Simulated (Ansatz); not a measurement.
# GeH5S (charge +1): inversion of the pyramid at S1, part 2 of 2

Wanted: the energy profile along the inversion of the pyramid at S1, from relaxed end points and a band of images. SMILES of the start: [SH2+][GeH3].

Ansatz 0.2.0; RKS PBE-D4/def2-SVP. Earlier steps stand in the parts before.

## (6) The log goes on: band between the two ends

The log, continued, cut to the lines that bear on the results:

```text
reference -67403.37777018 eV, -2477.0284454039 hartree; 26, 26 occupied and 49, 49 virtual orbitals, 846 factors
[...]
846 factors; their error is unknown
mean field -67403.16783714 eV, -2477.0207305067 hartree, gradient 3.6e-5 eV, S^2 0.000000; 0 other end points of the search recorded, 0 dependent functions left out
[...]
reference -67403.16786749 eV, -2477.0207316220 hartree; 26, 26 occupied and 49, 49 virtual orbitals, 846 factors
[...]
846 factors; their error is unknown
mean field -67402.67364481 eV, -2477.0025692738 hartree, gradient 3.3e-5 eV, S^2 0.000000; 0 other end points of the search recorded, 0 dependent functions left out
[...]
reference -67402.67367561 eV, -2477.0025704055 hartree; 26, 26 occupied and 49, 49 virtual orbitals, 846 factors
[...]
846 factors; their error is unknown
[...]
NEB iter   6: max|band force component| = 8.321e-3 eV/Å  barrier→ = 0.7216 eV  barrier← = 0.7216 eV  CI = image 3  Δτ_max = 0.0000 Å  (211 SCF iters)
Total energy: -67402.76237591 eV, -2477.0058300815 hartree
Atom 0 at    -0.548046    -1.108423     0.128449 Å, force     0.000637    -0.001039     0.000158 eV/Å
Atom 1 at     0.533408     1.045884    -0.100126 Å, force     0.003236     0.001633     0.002478 eV/Å
Atom 2 at    -0.360483    -2.052861     1.086497 Å, force     0.000375     0.000043     0.000983 eV/Å
Atom 3 at    -1.489636    -1.615586    -0.707868 Å, force    -0.001819    -0.000947    -0.001005 eV/Å
Atom 4 at    -0.232087     1.422590    -1.379299 Å, force     0.000311     0.000819    -0.000130 eV/Å
Atom 5 at     0.100306     1.707906     1.216674 Å, force    -0.000359    -0.000852    -0.001963 eV/Å
Atom 6 at     1.996531     0.600490    -0.244327 Å, force    -0.002380     0.000344    -0.000522 eV/Å
Dipole moment:    -0.214701    -0.422411     0.041544 e Å
this run last wrote the band of iteration 6 to <dir>
```

Wall time 55 s (1 thread of Intel Xeon Platinum 8259CL at 2.50GHz (Skylake/Cascade Lake), shared host); peak memory 0.17 GiB.

## (7) What the band shows

The 5 inner images lie between the fixed ends 0 and 6. Energy is taken from image 0, and the path length is the program's own coordinate along the band.

```
image  path (Å)  energy (eV)  sum of angles at S1 (°)  band force (eV/Å)
    0     0.000       0.0000                    289.9                  -
    1     0.511       0.0112                    293.0              0.006
    2     1.023       0.2124                    326.9              0.002
   3*     1.534       0.7216                    360.0              0.003
    4     2.047       0.2113                    326.8              0.003
    5     2.559       0.0110                    292.9              0.008
    6     3.072       0.0000                    289.7                  -
```

The star marks the climbing image.

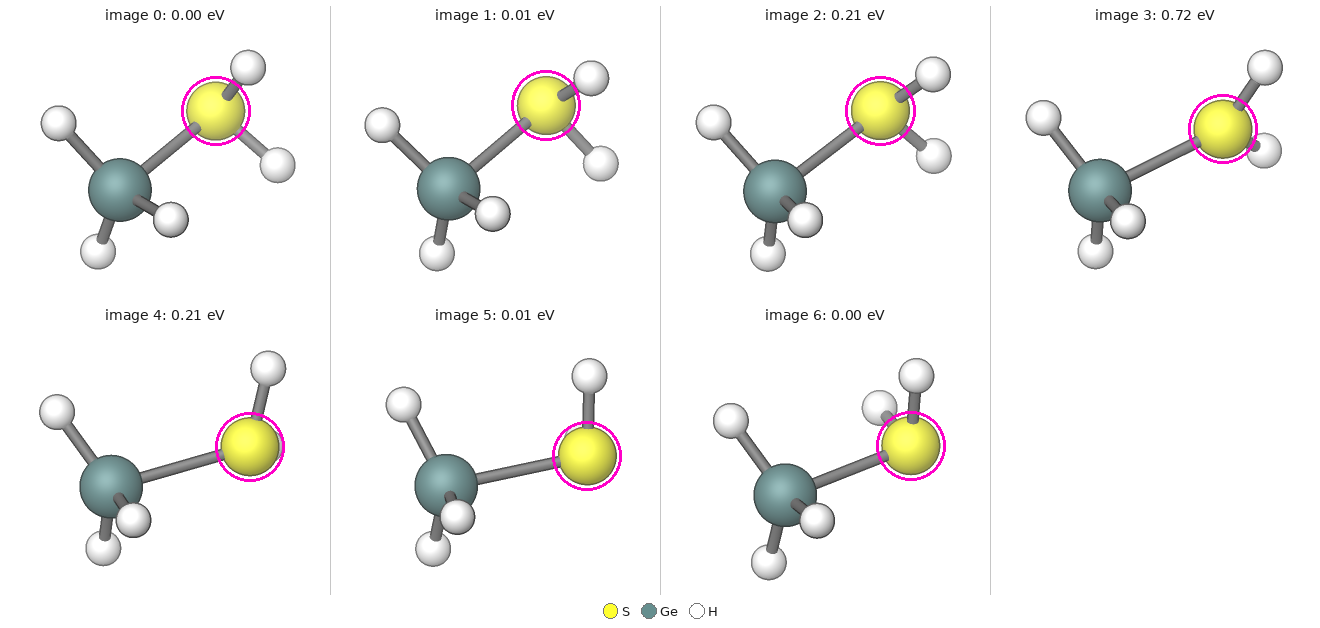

The images of the last band, seen from a free direction. Ringed: S1. Sticks join atoms closer than a bonding distance in each image.

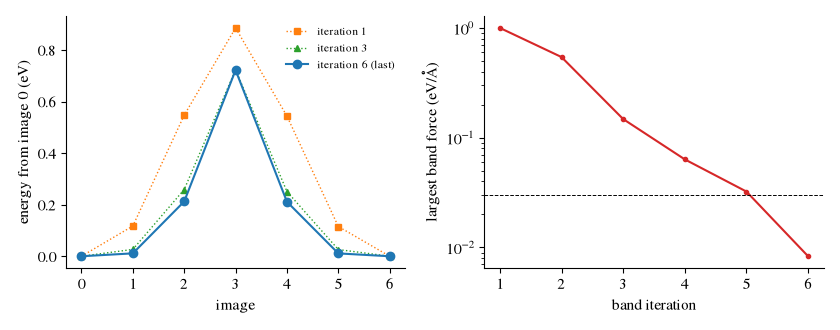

Left: energy of each image for early iterations and the last one (lines only join the points; early values far above the last band run off the scale). Right: the largest band force by iteration, with the threshold dashed.

The top of the band by iteration:

```
iteration  highest image above image 0 (eV)  largest band force (eV/Å)
        1                            0.8854                      1.001
        2                            0.7539                      0.543
        3                            0.7233                      0.148
        4                            0.7218                      0.063
        5                            0.7216                      0.032
        6                            0.7216                      0.008
```

The band as a trajectory file:

```xyz
7
image=0 dE=0.0000
S    -0.237   -1.392   -0.410
Ge    0.405    0.936   -0.076
H    -0.026   -1.840    0.869
H    -1.588   -1.252   -0.226
H    -0.134    1.503   -1.398
H    -0.345    1.313    1.211
H     1.924    0.732    0.029
7
image=1 dE=0.0112
S    -0.169   -1.429   -0.293
Ge    0.437    0.934   -0.072
H    -0.282   -1.773    1.029
H    -1.522   -1.294   -0.463
H    -0.264    1.453   -1.338
H    -0.162    1.350    1.281
H     1.961    0.758   -0.143
7
image=2 dE=0.2124
S    -0.245   -1.339   -0.135
Ge    0.463    1.018   -0.060
H    -0.398   -1.937    1.086
H    -1.517   -1.498   -0.609
H    -0.281    1.450   -1.335
H     0.022    1.633    1.276
H     1.955    0.672   -0.223
7
image=3 dE=0.7216
S    -0.548   -1.108    0.128
Ge    0.533    1.046   -0.100
H    -0.360   -2.053    1.086
H    -1.490   -1.616   -0.708
H    -0.232    1.423   -1.379
H     0.100    1.708    1.217
H     1.997    0.600   -0.244
7
image=4 dE=0.2113
S    -0.908   -0.952    0.376
Ge    0.551    0.967   -0.127
H    -0.290   -2.000    1.002
H    -1.338   -1.602   -0.747
H    -0.178    1.391   -1.413
H     0.162    1.719    1.159
H     2.001    0.477   -0.249
7
image=5 dE=0.0110
S    -1.091   -0.891    0.416
Ge    0.491    0.903   -0.114
H    -0.241   -1.796    0.998
H    -1.097   -1.542   -0.790
H    -0.180    1.405   -1.402
H     0.278    1.741    1.155
H     1.840    0.180   -0.264
7
image=6 dE=0.0000
S    -0.969   -1.106    0.062
Ge    0.294    0.980   -0.005
H    -0.200   -1.770    0.982
H    -0.375   -1.728   -1.005
H    -0.360    1.593   -1.252
H    -0.135    1.542    1.358
H     1.745    0.489   -0.140
```

## (8) Frequencies at the highest image

The geometry is the highest inner image of the first converged band.

input.yaml

```yaml
crystal:
  periodic: [false, false, false]
  atoms:
    - { symbol: S, position_ang: [-0.548046, -1.108423, 0.128449] }
    - { symbol: Ge, position_ang: [0.533408, 1.045884, -0.100126] }
    - { symbol: H, position_ang: [-0.360483, -2.052861, 1.086497] }
    - { symbol: H, position_ang: [-1.489636, -1.615586, -0.707868] }
    - { symbol: H, position_ang: [-0.232087, 1.42259, -1.379299] }
    - { symbol: H, position_ang: [0.100306, 1.707906, 1.216674] }
    - { symbol: H, position_ang: [1.996531, 0.60049, -0.244327] }
total_charge: 1
basis:
  gaussian: { orbitals: def2-SVP }
hamiltonian:
  xc: pbe
  dispersion: d4
phonons: {}
```

Command:

```console
> ansatz run input.yaml --threads 1 --pin off --max-ram 2048MiB --backend cpu --events-out ev --progress --plain --runs-dir out
```

The log of the run, cut to the lines that bear on the results:

```text
Warning: RAYON_NUM_THREADS=1 ignored (pool sized by the plan → 1); use --threads N
[...]
Functional definition: PBE
[...]
846 factors; their error is unknown
[...]
mean field -67402.67391789 eV, -2477.0025793093 hartree, gradient 3.4e-5 eV, S^2 0.000000; 0 other end points of the search recorded, 0 dependent functions left out
[...]
reference -67402.67394856 eV, -2477.0025804362 hartree; 26, 26 occupied and 49, 49 virtual orbitals, 846 factors
[...]
846 factors; their error is unknown
[...]
mean field -67402.67386739 eV, -2477.0025774533 hartree, gradient 8.4e-7 eV, S^2 0.000000; 0 other end points of the search recorded, 0 dependent functions left out
[...]
reference -67402.67389805 eV, -2477.0025785800 hartree; 26, 26 occupied and 49, 49 virtual orbitals, 846 factors
[...]
846 factors; their error is unknown
[...]
reference -67402.67390291 eV, -2477.0025787588 hartree; 26, 26 occupied and 49, 49 virtual orbitals, 846 factors
[...]
846 factors; their error is unknown
[...]
mean field -67402.67387209 eV, -2477.0025776261 hartree, gradient 1.5e-6 eV, S^2 0.000000; 0 other end points of the search recorded, 0 dependent functions left out
[...]
reference -67402.67390276 eV, -2477.0025787530 hartree; 26, 26 occupied and 49, 49 virtual orbitals, 846 factors
[...]
846 factors; their error is unknown
mean field -67402.67388925 eV, -2477.0025782565 hartree, gradient 2.0e-6 eV, S^2 0.000000; 0 other end points of the search recorded, 0 dependent functions left out
[...]
reference -67402.67391991 eV, -2477.0025793833 hartree; 26, 26 occupied and 49, 49 virtual orbitals, 846 factors
[...]
846 factors; their error is unknown
mean field -67402.67389452 eV, -2477.0025784503 hartree, gradient 8.8e-7 eV, S^2 0.000000; 0 other end points of the search recorded, 0 dependent functions left out
[...]
```

## (9) The output, continued: vibrations at the highest image of the band

The log, continued, cut to the lines that bear on the results:

```text
reference -67402.67392518 eV, -2477.0025795772 hartree; 26, 26 occupied and 49, 49 virtual orbitals, 846 factors
[...]
846 factors; their error is unknown
mean field -67402.67391013 eV, -2477.0025790241 hartree, gradient 9.7e-7 eV, S^2 0.000000; 0 other end points of the search recorded, 0 dependent functions left out
[...]
reference -67402.67394079 eV, -2477.0025801509 hartree; 26, 26 occupied and 49, 49 virtual orbitals, 846 factors
[...]
846 factors; their error is unknown
mean field -67402.67388187 eV, -2477.0025779856 hartree, gradient 1.1e-6 eV, S^2 0.000000; 0 other end points of the search recorded, 0 dependent functions left out
[...]
reference -67402.67391254 eV, -2477.0025791124 hartree; 26, 26 occupied and 49, 49 virtual orbitals, 846 factors
[...]
846 factors; their error is unknown
mean field -67402.67388925 eV, -2477.0025782565 hartree, gradient 1.4e-6 eV, S^2 0.000000; 0 other end points of the search recorded, 0 dependent functions left out
[...]
WARN: phonons: modes at or below zero, which the zero-point energy, F, S and C_V leave out: 1, the lowest at -640.26 cm⁻¹. A minimum has none, and a first-order saddle one
Total energy: -67402.76237860 eV, -2477.0058301802 hartree
Atom 0 at    -0.548046    -1.108423     0.128449 Å, force     0.000601    -0.001063     0.000214 eV/Å
Atom 1 at     0.533408     1.045884    -0.100126 Å, force     0.003367     0.001630     0.002419 eV/Å
Atom 2 at    -0.360483    -2.052861     1.086497 Å, force     0.000386     0.000048     0.000994 eV/Å
Atom 3 at    -1.489636    -1.615586    -0.707868 Å, force    -0.001787    -0.000919    -0.001038 eV/Å
Atom 4 at    -0.232087     1.422590    -1.379299 Å, force     0.000267     0.000833    -0.000147 eV/Å
Atom 5 at     0.100306     1.707906     1.216674 Å, force    -0.000323    -0.000906    -0.001982 eV/Å
Atom 6 at     1.996531     0.600490    -0.244327 Å, force    -0.002511     0.000376    -0.000461 eV/Å
Dipole moment:    -0.214702    -0.422411     0.041544 e Å
Vibrations: -640.26 60.11 256.59 352.06 521.41 569.32 759.81 806.94 815.93 1096.58 2131.98 2181.12 2185.68 2637.54 2682.12 cm⁻¹, zero-point energy 1.057411 eV
```

Run time: 46 s. Hardware: 1 thread of Intel Xeon Platinum 8259CL at 2.50GHz (Skylake/Cascade Lake), shared host; peak memory 0.13 GiB.

Of 15 modes, 1 is imaginary by more than 30 cm⁻¹ (640i cm⁻¹).

## (10) Results

What follows sums up all 2 parts.

```
                    quantity                     value
                       end A   4 moves, 0.087 eV lower
                       end B  20 moves, 0.121 eV lower
            barrier forwards                  0.722 eV
           barrier backwards                  0.722 eV
second end relative to first                  0.000 eV
               highest image     3 of 0 to 6, climbing
             band iterations                         6
  imaginary modes at the top                 640i cm⁻¹
```

What this shows: The top lies 0.72 eV above the first end, or 28 kT at room temperature; with a typical attempt rate of 10^13 per second that is roughly 10^1 events a second. The ends differ by 1 meV at most. One imaginary mode, as a first-order saddle point has. These are electronic energies, with no zero-point or thermal terms.
